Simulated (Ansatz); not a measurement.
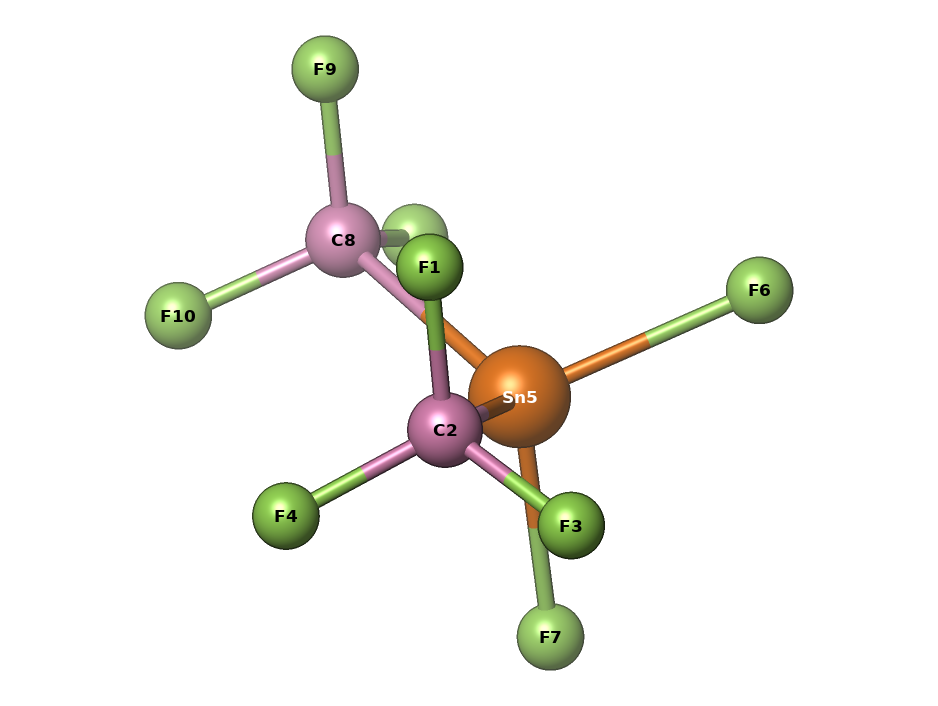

Sn5 lies behind C2. The molecule seen a little off the C2–Sn5 bond, C2 in front. Atoms fade into the background with distance from the viewer. The computed structure is the end point of a PBE-D4/def2-SVP optimisation. No frequency run is at hand to confirm it as a minimum.

### What is the torsion angle F1–C2–Sn5–F6? The sign is positive where the front bond must turn clockwise to cover the back bond.

65°, synclinal (gauche). The bonds about C2–Sn5 are staggered.
